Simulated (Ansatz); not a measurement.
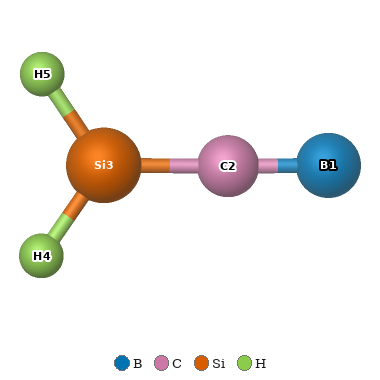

The system is CH2BSi, SMILES [B]=C=[SiH2], spin multiplicity 2; the picture shows the reference structure. First axis: umbrella angle at Si3 (between each of its bonds and their common axis; 90 is planar). Second axis: change of the bonds Si3–C2, Si3–H4, Si3–H5, all alike. Nothing is relaxed (all other coordinates rigid). The scan uses a 13 × 13 grid; 110 points were computed and 14 follow by symmetry. At 45 points there is no value. Points are written as (first, second). Energies are in kJ/mol, from the relaxed molecule at the same level. In part of the range the unrestricted reference is strongly spin-contaminated. Level of theory: UKS PBE0-D4/def2-TZVP (Ansatz 0.2.0).

Its coordinates:

```xyz
5

B    -1.4917   -0.6165    1.8077
C    -0.6615   -0.2800    0.7920
Si    0.3734    0.1542   -0.4522
H     0.5422   -0.6157   -1.7070
H     1.2376    1.3580   -0.4405
```

Range: umbrella angle at Si3 (between each of its bonds and their common axis; 90 is planar) from 66 to 114°; change of the bonds Si3–C2, Si3–H4, Si3–H5, all alike from −0.170 to 0.263 Å.

Q: Predict the map.

A: The lowest grid point is at (90°, 0.010 Å), 0.36 kJ/mol from the relaxed molecule at the same level. The highest grid point, (66°, −0.170 Å), lies 277 kJ/mol above the lowest.

```tsv
second ↓, first →	66	70	74	78	82	86	90	94	98	102	106	110	114
0.263	210	198	189	183	178	175	174	175	178	–	189	198	210
0.227	183	–	157	–	142	–	136	–	142	–	–	–	183
0.191	158	141	128	117	109	104	102	104	109	117	128	–	158
0.155	137	–	–	–	79	–	71	–	79	–	102	–	136
0.119	119	97	79	65	53	46	44	–	53	65	79	97	119
0.082	107	–	62	–	32	–	22	–	32	–	62	–	107
0.046	101	74	51	32	19	10	7	10	19	32	51	74	101
0.010	102	–	48	–	12	–	0	–	12	–	48	–	–
−0.026	112	80	53	31	16	6	3	6	16	31	53	–	112
−0.062	133	–	69	–	29	–	16	–	29	–	69	–	133
−0.098	165	129	98	74	56	45	41	45	56	74	98	129	165
−0.134	213	–	142	–	97	–	82	–	97	–	142	–	213
−0.170	277	237	202	–	156	144	140	144	156	–	202	236	277
```

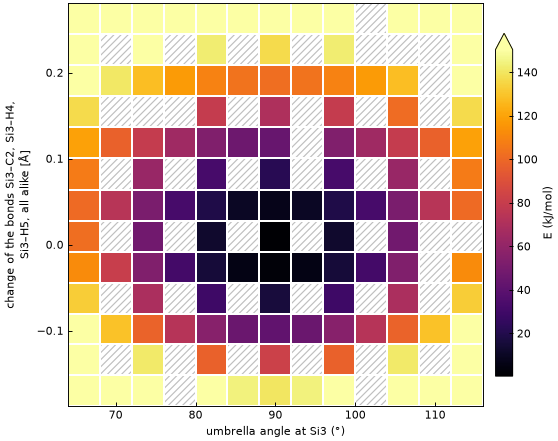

The picture shows one coloured cell a grid point, one colour for all values above the top of the scale, hatched blanks where no value was computed.

Time for the 110 points that were run: 19 min on 1 thread of Arm Neoverse V1, with other jobs on the host.
